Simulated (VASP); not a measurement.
Band structure of CdSe (wurtzite). Calculation: PBEsol GGA, VASP's PBE PAW potentials (set 64) (plane waves; VASP).

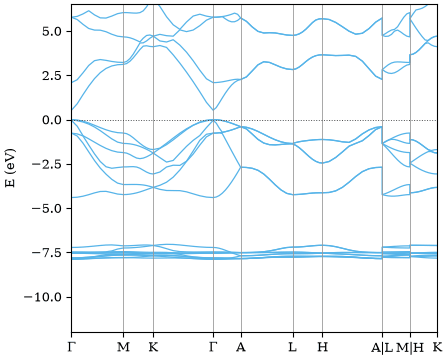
Fig. 1. Bands along high-symmetry lines, zero at the valence-band maximum or, without a gap, the Fermi level

### Question
Read the plot: is there a gap, and where are the band edges?

### Answer
The gap is direct, 0.53 eV, from the valence maximum at Γ to the conduction minimum at Γ. (Edges off the drawn lines would not show.)

Measured: gap 1.73 eV (computed value off by -1.20 eV), as given by Abedi et al., (2022), arXiv:2211.14644.

The compound is CdSe in the wurtzite structure. It was relaxed first.
